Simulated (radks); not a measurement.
# Mo²⁺ in [Kr] 4d4: an all-electron calculation

Wanted: eigenvalues, radial structure and energy terms of the molybdenum ion Mo2+.

Program: radks (a radial shooting solver on a logarithmic mesh, Libxc functionals) version 1. Level of theory: scalar-relativistic Kohn-Sham, PBE, spin-unpolarised, spherical densities, finite nucleus. These are calculated values, not measurements, unless marked.

**1. The system**

```
element            : molybdenum (Z = 42)
charge             : +2
electrons          : 40
configuration      : [Kr] 4d4
nuclear rms radius : 4.4091 fm
```

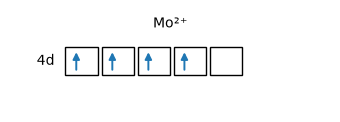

Outer shells as boxes.

**2. The run**

Input:

```text
Z 42
configuration [Kr] 4d4 5s0 5p0 4f0 5d0
relativity scalar-relativistic
functional pbe,pbe
spin unpolarised
nucleus finite rms 4.4091 fm
c 137.035999084
```

On the command line:

```console
$ python run_ks.py task.json out
```

This one command runs every case of the session in turn.

What does the calculation give?

As calculated:

| quantity | value |
| --- | --- |
| total energy | -4047.74092 hartree |
| exchange-correlation share of it | 3.04 % |
| −T/E | 1.0311 |
| highest occupied level | 4d, -20.827 eV |
| most extended occupied level | 4d, <r> = 1.73 bohr |
| radius at density 0.001 e/bohr³ | 3.61 bohr |
| maxima of the radial density | 4 |
| ionisation energy, NIST | 27.1 (semi-emp.) eV |

The radial density shows 4 maxima for 4 occupied principal shells. Relativity lifts −T/E to 1.031. Minus the highest eigenvalue, 20.827 eV, is 77 % of the tabulated ionisation energy (27.1 eV); the potential of a semilocal functional falls off too fast, so its top eigenvalue is too shallow. Spin polarisation and multiplet splitting are left out.
